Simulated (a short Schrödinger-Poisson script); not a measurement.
System: symmetric double-gate stack, SiO2 on p-type Si(100), at 300 K.

```
layer  material  thickness (nm)  Na (cm⁻³)
-----  --------  --------------  ---------
1          SiO2             3.9          -
2            Si               3       2e16
3          SiO2             3.9          -
```

The device is made up for the run: typed textbook-type constants, with dimensions and the other settings drawn at random. SiO2: permittivity 3.9, conduction-band edge (eV) 3.15, gap (eV) 9, electron mass (mₑ) 0.5. Si: permittivity 11.7, conduction-band edge (eV) 0, gap (eV) 1.124, Nv at 300 K (cm⁻³) 3.1e19.

Channel valleys (confinement mass, in-plane density-of-states mass, number): Δ2 0.916, 0.19, 2; Δ4 0.19, 0.417, 4. At the gates, both at one voltage, the conduction-band edge of layer 1 lies 3.46 eV − eVg above the Fermi level of the channel. Gaps are held at their typed values at every temperature. Mesh 0.03 nm at interfaces.

Solved with a short Schrödinger-Poisson script written for these runs: 1D Poisson equation in equilibrium, electrons quantum, Hartree (BenDaniel-Duke, 12 states a valley, the channel's in-plane mass for all, wave functions free to enter the dielectric), parabolic valleys, classical holes, full ionisation, no traps, pinning or gate leakage.

Only gate voltages with over 1e8 electrons/cm² are shown.

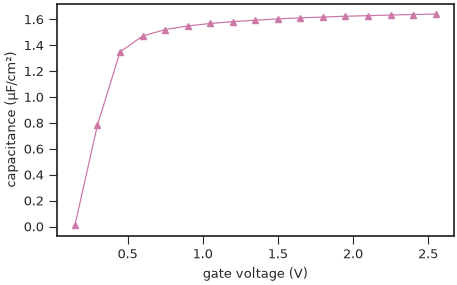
Fig. 1. Quasi-static capacitance against gate voltage

| Vg (V) | electrons (cm⁻²) | C (μF/cm²) | Δ2 E0 (meV) | Δ2 E1 (meV) | Δ4 E0 (meV) | Δ4 E1 (meV) |
|---|---|---|---|---|---|---|
| 0.15 | 1.88e9 | 0.0118 | 201.6 | 323.9 | 297.6 | 717.2 |
| 0.3 | 2.45e11 | 0.785 | 75.1 | 197.1 | 171.0 | 590.2 |
| 0.45 | 1.32e12 | 1.35 | 29.0 | 149.3 | 124.4 | 541.4 |
| 0.6 | 2.65e12 | 1.47 | 7.7 | 126.0 | 102.5 | 516.9 |
| 0.75 | 4.05e12 | 1.52 | -6.5 | 109.7 | 87.6 | 499.4 |
| 0.9 | 5.49e12 | 1.55 | -17.5 | 96.7 | 76.0 | 485.1 |
| 1.05 | 6.95e12 | 1.57 | -26.5 | 85.6 | 66.4 | 472.8 |
| 1.2 | 8.42e12 | 1.58 | -34.2 | 75.9 | 58.1 | 461.8 |
| 1.35 | 9.91e12 | 1.59 | -40.9 | 67.3 | 50.9 | 452.0 |
| 1.5 | 1.14e13 | 1.60 | -46.8 | 59.4 | 44.5 | 443.0 |
| 1.65 | 1.29e13 | 1.61 | -52.0 | 52.3 | 38.7 | 434.7 |
| 1.8 | 1.44e13 | 1.62 | -56.6 | 45.8 | 33.5 | 426.9 |
| 1.95 | 1.59e13 | 1.62 | -60.9 | 39.7 | 28.8 | 419.7 |
| 2.1 | 1.75e13 | 1.63 | -64.7 | 34.1 | 24.5 | 413.0 |
| 2.25 | 1.90e13 | 1.63 | -68.2 | 28.8 | 20.6 | 406.6 |
| 2.4 | 2.05e13 | 1.64 | -71.5 | 23.8 | 16.9 | 400.5 |
| 2.55 | 2.21e13 | 1.64 | -74.5 | 19.1 | 13.4 | 394.7 |

Subbands count from the Fermi level. The capacitance is that of both gates.
